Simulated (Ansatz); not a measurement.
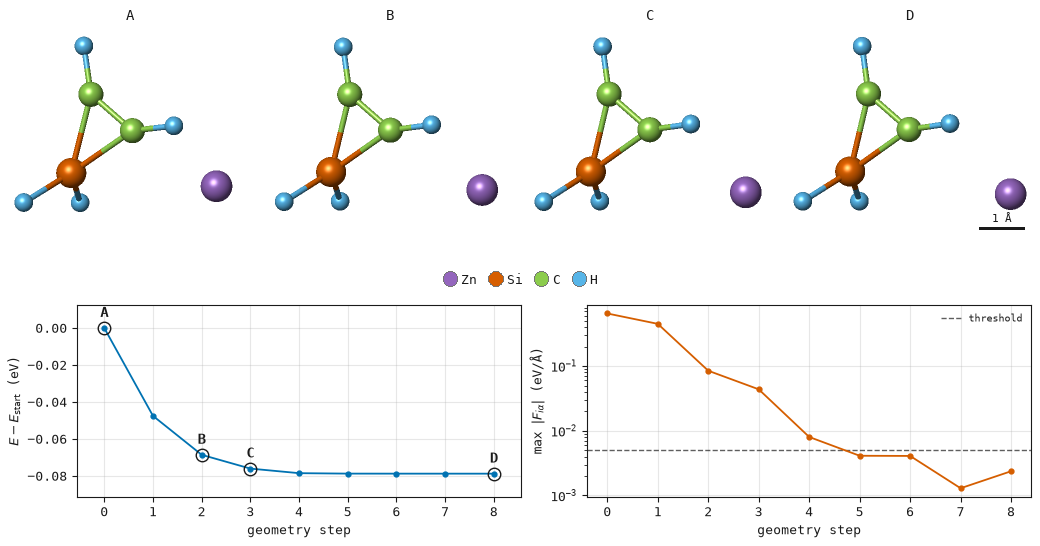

Frames of a relaxation of C2H4SiZn, marked on the history of the run. Style: ball-and-stick. Shown at a tilt.

The start comes from PBE-D4/def2-SVP.

Method: Ansatz 0.2.0, RKS PBE0-D4/def2-TZVP. Settings: force threshold 0.005 eV/Å; at most 150 steps.

**What happens along the run?**

The Zn atom moves most after the best rigid fit: 0.43 Å. Largest moves by element: Zn 0.43 Å, H 0.11 Å, C 0.09 Å, Si 0.05 Å. Near-neighbour distances that change, for instance: C–Zn 2.999 → 3.511 Å, Si–Zn 3.484 → 3.914 Å, C–Si 1.842 → 1.809 Å, C–H 1.101 → 1.083 Å. Over 8 geometry steps the energy falls by 0.079 eV. The largest force component goes from 0.65 to 0.0024 eV/Å. From step 0 to 2: the Zn atom moves most (0.18 Å), energy −0.069 eV. From step 2 to 3: the Zn atom moves most (0.11 Å), energy −0.007 eV. From step 3 to 8: the Zn atom moves most (0.14 Å), energy −0.003 eV.

Limits of the set-up: the start holds two separate molecules, 3.0 Å apart at their closest, whose relative position is a soft coordinate.
